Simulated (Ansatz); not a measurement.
## Geometry relaxation of GeH4O

System: GeH4O.
Method: RKS r2SCAN/def2-SVP (Ansatz 0.2.0).

The input holds or restrains some coordinates. Forces given for the steps count only the free coordinates. It belongs to a series of runs on one base structure; here: pulled along the bonds that form and break, towards end A. Figures and captions count atoms from 1; the log counts them from 0 in places.

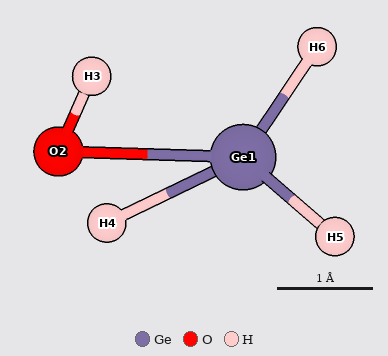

The input geometry (ball-and-stick view, seen at a tilt; atoms are numbered from 1 in the order of the input). Sticks mark near contacts. Bond lengths as drawn: Ge–H 1.55 to 1.75 Å, Ge–O 1.97 Å and H–O 1.01 Å.

The input:
```yaml
crystal:
  periodic: [false, false, false]
  atoms:
    - { symbol: Ge, position_ang: [0.0, 0.0, 0.0] }
    - { symbol: O, position_ang: [1.1168, 0.0, 1.6228] }
    - { symbol: H, position_ang: [0.2072, -0.2814, 1.96] }
    - { symbol: H, position_ang: [1.7092, 0.0, 0.376] }
    - { symbol: H, position_ang: [-0.73, 1.2648, -0.5162] }
    - { symbol: H, position_ang: [-0.73, -1.2648, -0.5162] }
basis:
  gaussian: { orbitals: def2-SVP }
hamiltonian:
  xc: r2scan
relax:
  f_tol: 0.15
  max_steps: 25
  restrain:
    - { distance: [1, 3], at: 2.21, k: 30.0 }
    - { distance: [0, 1], at: 1.77, k: 30.0 }
    - { distance: [0, 3], at: 1.55, k: 30.0 }
output:
  orbitals: {}
```

Hardware: 1 thread of Arm Neoverse V1, 24 GiB of memory available, shared host.

Launch command:
```bash
ansatz run input.yaml --threads 1 --pin off --max-ram 2048MiB --backend cpu --events-out ev --progress --plain --runs-dir out
```

What the program printed:
```
The last accepted step is kept in [file] (removed where the run ends without a failure and the disk answers)
Engine: ansatz 0.2.0, aarch64-unknown-linux-gnu
Functional definition: r2SCAN
  parameter k0 = 0.174
  parameter k1 = 0.065
  parameter a1 = 4.9479
  exchange = r2scan_x(k0 = k0, k1 = k1, a1 = a1)
  correlation = r2scan_c
726 factors; their error is unknown
mean field evaluation 1: about -58610.6801 eV, gradient 5.4e1 eV
mean field evaluation 2: about -58549.2692 eV, gradient 1.6e2 eV
mean field evaluation 4: about -58615.4452 eV, gradient 1.5e1 eV
mean field evaluation 8: about -58616.1766 eV, gradient 6.9e-2 eV
mean field evaluation 16: about -58616.1409 eV, gradient 4.4e-5 eV
mean field -58616.14088464 eV, -2154.1034460632 hartree, gradient 4.4e-5 eV, S^2 0.000000; 0 other end points of the search recorded, 0 dependent functions left out
the calculation of the forces begins
reference -58616.14089281 eV, -2154.1034463634 hartree; 22, 22 occupied and 44, 44 virtual orbitals, 726 factors
relax step   1: F+E_penalty+E_count = -58616.14088464 eV  Δ(F+E_penalty+E_count) = +0.000e0 eV  max|allowed force component| = 4.066e0 eV/Å  E_restraint = 11.52419035 eV  max|allowed force component, restraints' pulls added| = 2.688e1 eV/Å  Δτ_max = 0.0000 Å  (27 SCF iters, accepted)
  distance O 1 - H 3 = 1.3804 Å
  distance Ge 0 - O 1 = 1.9700 Å
  distance Ge 0 - H 3 = 1.7501 Å
these checks for a lower state are left out or cut short: starts, cluster_reference, orbital_swaps, neighbouring_geometries, increment
726 factors; their error is unknown
mean field -58617.76917652 eV, -2154.1632846862 hartree, gradient 8.1e-6 eV, S^2 0.000000; 0 other end points of the search recorded, 0 dependent functions left out
the calculation of the forces begins
reference -58617.76918473 eV, -2154.1632849879 hartree; 22, 22 occupied and 44, 44 virtual orbitals, 726 factors
relax step   2: F+E_penalty+E_count = -58617.76917652 eV  Δ(F+E_penalty+E_count) = -1.628e0 eV  max|allowed force component| = 3.162e0 eV/Å  E_restraint = 4.32829788 eV  max|allowed force component, restraints' pulls added| = 1.690e1 eV/Å  Δτ_max = 0.1990 Å  (33 SCF iters, accepted)
  distance O 1 - H 3 = 1.7118 Å
  distance Ge 0 - O 1 = 1.9510 Å
  distance Ge 0 - H 3 = 1.6371 Å
these checks for a lower state are left out or cut short: starts, cluster_reference, orbital_swaps, neighbouring_geometries, increment
726 factors; their error is unknown
mean field evaluation 32: about -58618.8522 eV, gradient 7.2e-6 eV
mean field -58618.85221066 eV, -2154.2030854566 hartree, gradient 7.2e-6 eV, S^2 0.000000; 0 other end points of the search recorded, 0 dependent functions left out
the calculation of the forces begins
reference -58618.85221890 eV, -2154.2030857593 hartree; 22, 22 occupied and 44, 44 virtual orbitals, 726 factors
relax step   3: F+E_penalty+E_count = -58618.85221066 eV  Δ(F+E_penalty+E_count) = -1.083e0 eV  max|allowed force component| = 3.000e0 eV/Å  E_restraint = 0.90592054 eV  max|allowed force component, restraints' pulls added| = 7.831e0 eV/Å  Δτ_max = 0.1990 Å  (33 SCF iters, accepted)
  distance O 1 - H 3 = 1.9998 Å
  distance Ge 0 - O 1 = 1.8916 Å
  distance Ge 0 - H 3 = 1.5875 Å
these checks for a lower state are left out or cut short: starts, cluster_reference, orbital_swaps, neighbouring_geometries, increment
726 factors; their error is unknown
mean field -58619.93811866 eV, -2154.2429918394 hartree, gradient 7.5e-5 eV, S^2 0.000000; 0 other end points of the search recorded, 0 dependent functions left out
the calculation of the forces begins
reference -58619.93812700 eV, -2154.2429921460 hartree; 22, 22 occupied and 44, 44 virtual orbitals, 726 factors
relax step   4: F+E_penalty+E_count = -58619.93811866 eV  Δ(F+E_penalty+E_count) = -1.086e0 eV  max|allowed force component| = 1.801e0 eV/Å  E_restraint = 0.02231471 eV  max|allowed force component, restraints' pulls added| = 2.200e0 eV/Å  Δτ_max = 0.1948 Å  (31 SCF iters, accepted)
  distance O 1 - H 3 = 2.2058 Å
  distance Ge 0 - O 1 = 1.8069 Å
  distance Ge 0 - H 3 = 1.5605 Å
these checks for a lower state are left out or cut short: starts, cluster_reference, orbital_swaps, neighbouring_geometries, increment
726 factors; their error is unknown
mean field -58620.21826936 eV, -2154.2532871879 hartree, gradient 6.8e-5 eV, S^2 0.000000; 0 other end points of the search recorded, 0 dependent functions left out
the calculation of the forces begins
reference -58620.21827778 eV, -2154.2532874973 hartree; 22, 22 occupied and 44, 44 virtual orbitals, 726 factors
relax step   5: F+E_penalty+E_count = -58620.21826936 eV  Δ(F+E_penalty+E_count) = -2.802e-1 eV  max|allowed force component| = 2.789e0 eV/Å  E_restraint = 0.06047686 eV  max|allowed force component, restraints' pulls added| = 2.085e0 eV/Å  Δτ_max = 0.1943 Å  (29 SCF iters, accepted)
  distance O 1 - H 3 = 2.2718 Å
  distance Ge 0 - O 1 = 1.7738 Å
  distance Ge 0 - H 3 = 1.5359 Å
these checks for a lower state are left out or cut short: starts, cluster_reference, orbital_swaps, neighbouring_geometries, increment
726 factors; their error is unknown
mean field -58620.31496802 eV, -2154.2568407983 hartree, gradient 8.3e-5 eV, S^2 0.000000; 0 other end points of the search recorded, 0 dependent functions left out
the calculation of the forces begins
reference -58620.31497646 eV, -2154.2568411082 hartree; 22, 22 occupied and 44, 44 virtual orbitals, 726 factors
relax step   6: F+E_penalty+E_count = -58620.31496802 eV  Δ(F+E_penalty+E_count) = -9.670e-2 eV  max|allowed force component| = 1.429e0 eV/Å  E_restraint = 0.04537550 eV  max|allowed force component, restraints' pulls added| = 6.498e-1 eV/Å  Δτ_max = 0.0714 Å  (24 SCF iters, accepted)
  distance O 1 - H 3 = 2.2601 Å
  distance Ge 0 - O 1 = 1.7704 Å
  distance Ge 0 - H 3 = 1.5273 Å
these checks for a lower state are left out or cut short: starts, cluster_reference, orbital_swaps, neighbouring_geometries, increment
726 factors; their error is unknown
mean field -58620.32641191 eV, -2154.2572613532 hartree, gradient 7.4e-5 eV, S^2 0.000000; 0 other end points of the search recorded, 0 dependent functions left out
the calculation of the forces begins
reference -58620.32642036 eV, -2154.2572616639 hartree; 22, 22 occupied and 44, 44 virtual orbitals, 726 factors
relax step   7: F+E_penalty+E_count = -58620.32641191 eV  Δ(F+E_penalty+E_count) = -1.144e-2 eV  max|allowed force component| = 1.055e0 eV/Å  E_restraint = 0.04217969 eV  max|allowed force component, restraints' pulls added| = 1.973e-1 eV/Å  Δτ_max = 0.0429 Å  (23 SCF iters, accepted)
  distance O 1 - H 3 = 2.2572 Å
  distance Ge 0 - O 1 = 1.7687 Å
  distance Ge 0 - H 3 = 1.5259 Å
these checks for a lower state are left out or cut short: starts, cluster_reference, orbital_swaps, neighbouring_geometries, increment
726 factors; their error is unknown
mean field -58620.32664704 eV, -2154.2572699943 hartree, gradient 7.0e-5 eV, S^2 0.000000; 0 other end points of the search recorded, 0 dependent functions left out
the calculation of the forces begins
reference -58620.32665552 eV, -2154.2572703059 hartree; 22, 22 occupied and 44, 44 virtual orbitals, 726 factors
relax step   8: F+E_penalty+E_count = -58620.32664704 eV  Δ(F+E_penalty+E_count) = -2.351e-4 eV  max|allowed force component| = 1.090e0 eV/Å  E_restraint = 0.04059012 eV  max|allowed force component, restraints' pulls added| = 8.729e-2 eV/Å  Δτ_max = 0.0239 Å  (24 SCF iters, accepted)
  distance O 1 - H 3 = 2.2563 Å
  distance Ge 0 - O 1 = 1.7678 Å
  distance Ge 0 - H 3 = 1.5264 Å
726 factors; their error is unknown
mean field evaluation 64: about -58620.1495 eV, gradient 8.5e0 eV
```

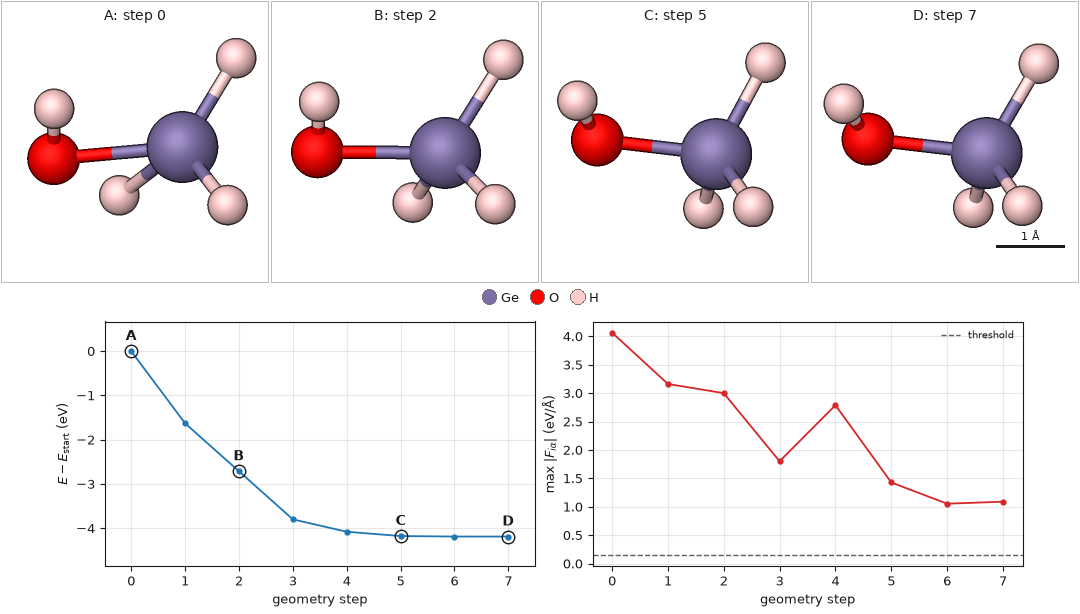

Frames of the restrained relaxation (ball-and-stick view, seen at a tilt) above the curves, on which the letters mark them (the first geometry is step 0 here and step 1 in the log).

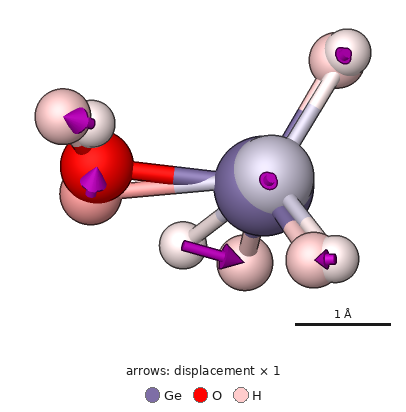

Start (faint) and end (solid) with the displacements as pink arrows, at true length (ball-and-stick view, seen at a tilt). The two geometries are laid on each other by the best rigid fit. The energy falls by 4.186 eV in 7 geometry steps. Largest force component: 4.1 eV/Å at the start, 1.1 eV/Å at the end. The atom that moves furthest after the best rigid fit is H4 (0.70 Å). By element the largest moves are H 0.70 Å, O 0.41 Å, Ge 0.23 Å. Among the contacts that change: Ge1–H4 1.750 → 1.526 Å, Ge1–O2 1.970 → 1.768 Å, O2–H3 1.010 → 0.966 Å, Ge1–H5 1.549 → 1.539 Å. Among the angles that change: O2–Ge1–H4 43.1° → 86.1°, Ge1–O2–H3 76.4° → 115.6°, O2–Ge1–H5 122.8° → 113.5°. (Atoms are counted from 1 in the order of the input.)

```
mean field -58620.32664704 eV, -2154.2572699943 hartree, gradient 7.0e-5 eV, S^2 0.000000; 1 other end points of the search recorded, 0 dependent functions left out
the calculation of the forces begins
reference -58620.32665552 eV, -2154.2572703059 hartree; 22, 22 occupied and 44, 44 virtual orbitals, 726 factors
Total energy: -58620.32665552 eV, -2154.2572703059 hartree
Atom 0 at     0.230935    -0.017973     0.006554 Å, force     0.698245     0.019206    -0.079238 eV/Å
Atom 1 at     0.720914    -0.106003     1.702772 Å, force    -0.613134    -0.081331     1.089952 eV/Å
Atom 2 at    -0.000221    -0.167803     2.343071 Å, force    -0.007352     0.000475     0.038458 eV/Å
Atom 3 at     1.722256     0.037172    -0.314086 Å, force    -0.084283     0.062104    -1.046156 eV/Å
Atom 4 at    -0.581785     1.244454    -0.332615 Å, force     0.004037     0.009348     0.000181 eV/Å
Atom 5 at    -0.518898    -1.271248    -0.479295 Å, force     0.002487    -0.009803    -0.003198 eV/Å
Dipole moment:    -0.356436    -0.007978    -0.044488 e Å
```

Trajectory as extended XYZ (Å, eV, eV/Å), 8 frames, from step=1 to step=8:
```
6
Properties=species:S:1:pos:R:3:forces:R:3 step=1 energy=-58616.14089
Ge    0.0000    0.0000    0.0000    3.5673   0.5863  -3.3992
O     1.1168    0.0000    1.6228   -4.0658  -0.2046   3.1143
H     0.2072   -0.2814    1.9600    2.0875  -0.0345   1.4906
H     1.7092    0.0000    0.3760   -1.3745  -0.2908  -3.1074
H    -0.7300    1.2648   -0.5162   -0.1485  -0.0097   0.9268
H    -0.7300   -1.2648   -0.5162   -0.0661  -0.0466   0.9748
6
Properties=species:S:1:pos:R:3:forces:R:3 step=2 energy=-58617.76918
Ge    0.1046    0.0068    0.0033    3.1622   0.4458  -1.0097
O     1.0112    0.0161    1.7308   -1.7489   0.4688  -0.2651
H     0.1738   -0.3017    2.0076   -1.3203  -0.8947   2.8564
H     1.7323   -0.0038    0.1784   -0.9467  -0.0578  -3.0648
H    -0.7256    1.2577   -0.4977    0.3642  -0.3531   0.6813
H    -0.7231   -1.2565   -0.4960    0.4896   0.3911   0.8018
6
Properties=species:S:1:pos:R:3:forces:R:3 step=3 energy=-58618.85221
Ge    0.1834    0.0136    0.0475    1.9162   0.3435  -0.6231
O     0.9164    0.0335    1.7912   -0.2429   0.8433  -1.7144
H     0.1201   -0.3253    2.0728   -2.4814  -1.3096   3.0002
H     1.7694   -0.0064   -0.0171   -0.7746   0.0460  -2.1736
H    -0.7113    1.2456   -0.4860    0.7418  -0.5402   0.6758
H    -0.7048   -1.2424   -0.4820    0.8409   0.6170   0.8351
6
Properties=species:S:1:pos:R:3:forces:R:3 step=4 energy=-58619.93812
Ge    0.2431    0.0241    0.0487    0.9270   0.0771  -0.6020
O     0.8051    0.0507    1.7657   -1.8012  -0.4854   0.1842
H     0.0364   -0.3654    2.1891    0.2803   0.1953   0.9068
H     1.7816   -0.0031   -0.2114   -0.6065   0.1013  -1.3445
H    -0.6538    1.2280   -0.4433    0.5632  -0.2185   0.3612
H    -0.6391   -1.2157   -0.4224    0.6373   0.3302   0.4943
6
Properties=species:S:1:pos:R:3:forces:R:3 step=5 energy=-58620.21827
Ge    0.2258    0.0078    0.0100    0.9536  -0.1288  -0.2179
O     0.7565   -0.1069    1.6986   -2.7890  -0.2580   2.3926
H    -0.0705   -0.2396    2.2915    2.0854   0.3191  -1.1210
H     1.7171    0.0639   -0.3529   -0.2249   0.0227  -1.0031
H    -0.5479    1.3013   -0.3598   -0.0171  -0.2599   0.0973
H    -0.5078   -1.3080   -0.3610   -0.0079   0.3050  -0.1478
6
Properties=species:S:1:pos:R:3:forces:R:3 step=6 energy=-58620.31497
Ge    0.2360   -0.0034    0.0110    0.7458  -0.0821  -0.1558
O     0.7405   -0.0983    1.7054   -1.3014  -0.1094   1.4286
H    -0.0293   -0.2084    2.3030    0.6080   0.0878  -0.2010
H     1.7254    0.0459   -0.3237   -0.1035   0.0565  -1.0600
H    -0.5751    1.2578   -0.3473    0.0168  -0.0320   0.0416
H    -0.5243   -1.2750   -0.4220    0.0343   0.0793  -0.0535
6
Properties=species:S:1:pos:R:3:forces:R:3 step=7 energy=-58620.32641
Ge    0.2315   -0.0159    0.0086    0.7279   0.0240  -0.0960
O     0.7255   -0.0934    1.7051   -0.6437  -0.0973   1.0331
H    -0.0070   -0.1849    2.3277   -0.0073   0.0112   0.1253
H     1.7214    0.0376   -0.3163   -0.0751   0.0563  -1.0548
H    -0.5771    1.2479   -0.3341   -0.0082   0.0033  -0.0047
H    -0.5211   -1.2729   -0.4647    0.0065   0.0026  -0.0030
6
Properties=species:S:1:pos:R:3:forces:R:3 step=8 energy=-58620.32665
Ge    0.2309   -0.0180    0.0066    0.6982   0.0192  -0.0792
O     0.7209   -0.1060    1.7028   -0.6131  -0.0813   1.0900
H    -0.0002   -0.1678    2.3431   -0.0074   0.0005   0.0385
H     1.7223    0.0372   -0.3141   -0.0843   0.0621  -1.0462
H    -0.5818    1.2445   -0.3326    0.0040   0.0093   0.0002
H    -0.5189   -1.2712   -0.4793    0.0025  -0.0098  -0.0032
```

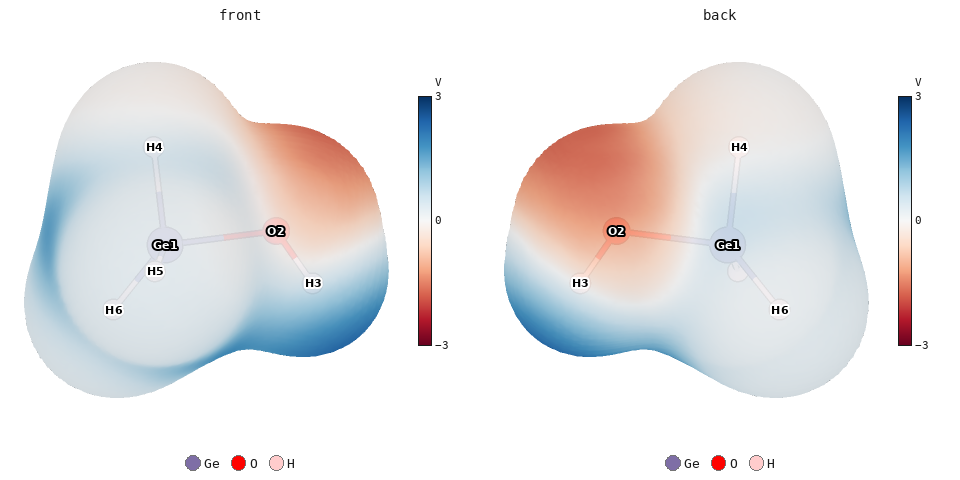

The molecular electrostatic potential painted on the density surface at 0.002 e/bohr³, seen at a tilt and from behind; the colour scale runs from red (negative) to blue (positive). A positive charge is drawn to the negative regions and a negative charge to the positive ones.

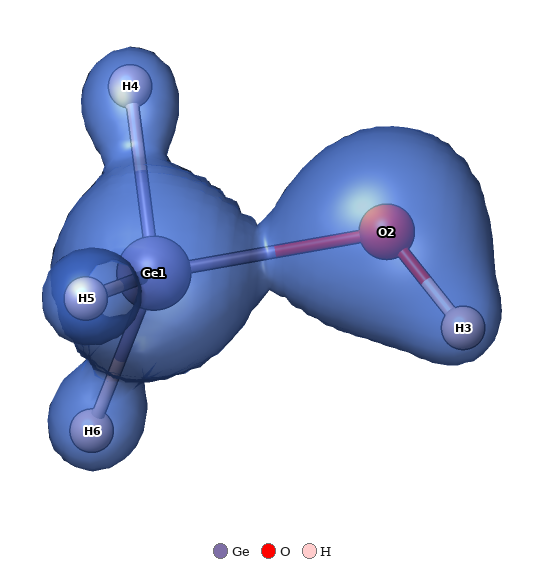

Isosurface of the total electron density at 0.8 e/Å³ (blue), seen at a tilt. At this value the surface is in one piece. On the grid the lowest density along these lines, outside the cores, is 0.93 e/Å³ (Ge–O, 1.77 Å), 2.3 e/Å³ (O–H, 0.97 Å) and 0.92 e/Å³ (Ge–H, 1.53 Å).

Summary:

| quantity | value |
| --- | --- |
| outcome | converged under the restraints of the input |
| total energy | −58620.3267 eV |
| mean-field energy | −58620.3267 eV |
| largest force (length of the vector) at the end, held atoms and coordinates included | 1.253 eV/Å |
| wall time | 25 s |
| peak memory | 0.12 GiB |
